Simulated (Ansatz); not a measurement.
Pulling on the Cd1–H2 bond in CH4Cd (SMILES [CH3][CdH]) (multiplicity 1 held, fragments rigid). Energies count from the point at 1.682 Å.
Geometry at that point (charge 0, multiplicity 1):
```xyz
6

Cd    -0.28069    -0.15103    -0.04142
H     -1.74995    -0.94161    -0.25822
C      1.58135     0.85090     0.23335
H      2.03124     0.55928     1.18282
H      1.43289     1.93112     0.23533
H      2.27073     0.59541    -0.57191
```

R- and RO- levels are restricted; in cc, def2 and unpolarised 6-31G sets they are followed outwards from rest. U- levels take the lowest unrestricted solution at each point, which mixes spins at long bonds. Active spaces are followed from a long bond inwards. Curves can end on different states.

Cores are frozen in the correlated methods.

Run with Ansatz (a program for electronic structure) with Gaussian orbitals. Values without a source in brackets are computed. In def2 rows elements past Kr take small-core potentials, without spin–orbit coupling.

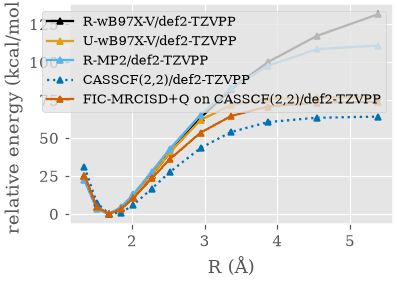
Figure. Relative energy along the coordinate

Q: Read off the CASSCF(2,2)/def2-TZVPP curve at R = 4.543.

A: about 63 kcal/mol

Doubts at one or more of the structures used: a restricted determinant that unrestricted orbitals would lower (R-wB97X-V/def2-TZVPP, R-MP2/def2-TZVPP); a spin-contaminated determinant (U-wB97X-V/def2-TZVPP).
